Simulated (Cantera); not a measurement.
Input: 1 mol SiH₂Cl₂, 100 mol H₂, equilibrated at 10.0 mbar.

Method: chemical equilibrium by Gibbs-energy minimisation in Cantera with the NASA 1993 tables (ideal gas, pure condensed phases). Candidate condensed phases: Si; 19 gas species. The tables' values for SiCl₃ are old estimates; treat these amounts as uncertain. Equilibrium is a limit: real reactors are often held back by kinetics, nucleation or transport.

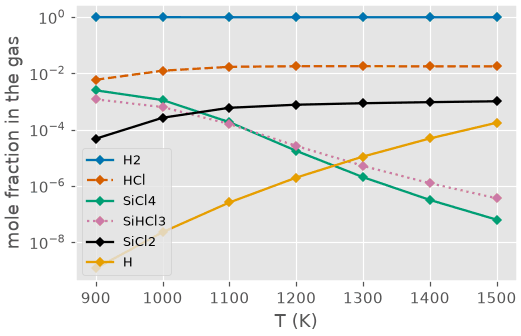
Equilibrium gas composition (values under 1e-9 drawn at 1e-9)

Question: Read off the mole fractions at 1100 K.

Answer: H₂ about 0.98, HCl about 0.017, SiCl₂ about 0.00059, SiCl₄ about 0.00018, SiHCl₃ about 0.00016, H about 2.6e-7.
